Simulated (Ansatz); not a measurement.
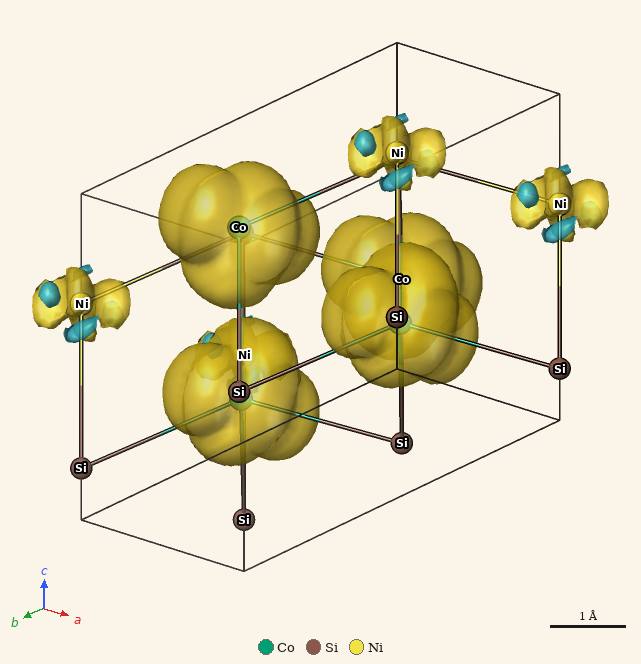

Co₃Si₄Ni. Isosurfaces of the spin density (up minus down) at +0.008 (yellow) and −0.008 e/Å³ (cyan), seen at an oblique angle. Sticks mark near contacts.

Space group Pmm2; a structure generated by program, which may or may not match a known phase; spin-polarised.

Level of theory: DFT PBE, scalar-relativistic, plane waves, PAW (Ansatz 0.2.0).

In a PAW calculation such maps are meaningful between the atoms, not at the nuclei.

```yaml
crystal:
  lattice:
    - [2.82317, 0.00000, 0.00000]
    - [0.00000, 6.74476, 0.00000]
    - [0.00000, 0.00000, 4.77113]
  atoms:
    - { symbol: Co, position: [0.50000, 0.24833, 0.33507] }
    - { symbol: Co, position: [0.50000, 0.75167, 0.33507] }
    - { symbol: Co, position: [0.00000, 0.50000, 0.66496] }
    - { symbol: Si, position: [0.50000, 0.25334, 0.84155] }
    - { symbol: Si, position: [0.50000, 0.74666, 0.84155] }
    - { symbol: Si, position: [0.00000, 0.00000, 0.15839] }
    - { symbol: Si, position: [0.00000, 0.50000, 0.16133] }
    - { symbol: Ni, position: [0.00000, 0.00000, 0.66207] }
```

Q: Where is the spin, and how is it ordered?

A: The spin density sits on Co: +0.4 μB (×3) in one cell of 8 atoms: parallel main moments (a ferromagnetic arrangement) in this solution. The cell of the calculation (8 atoms) carries 1.2 μB of net spin moment.
